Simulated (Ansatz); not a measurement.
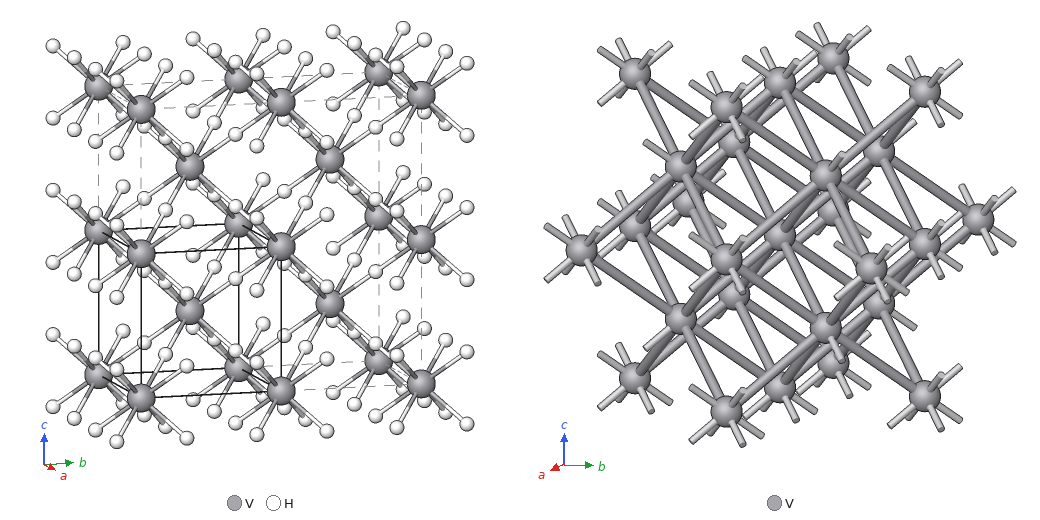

Left: the structure. Right: its underlying net. Nodes are coloured by element. Edges to nodes outside the piece are drawn as stubs.

System VH₄ (space group Im-3m, No. 229); source of the atomic positions: the end point of a relaxation with DFT PBE, scalar-relativistic, plane waves, PAW (Ansatz 0.2.0); the starting structure was generated, so it need not be a known form of this composition.

Bonds are taken as H–V below 2 Å. Atoms with one bond or none are removed and atoms with two bonds are replaced by edges, until no such atom is left.

The result is a uninodal 8-connected, three-periodic net: V is an 8-connected node. H becomes part of the edges. It is the bcu net, known from CsCl and the body-centred cubic metals. It is a single net, without interpenetration.

| node | links | point symbol | coordination sequence |
| --- | --- | --- | --- |
| V | 8 | 4²⁴·6⁴ | 8 26 56 98 152 218 296 386 488 602 |
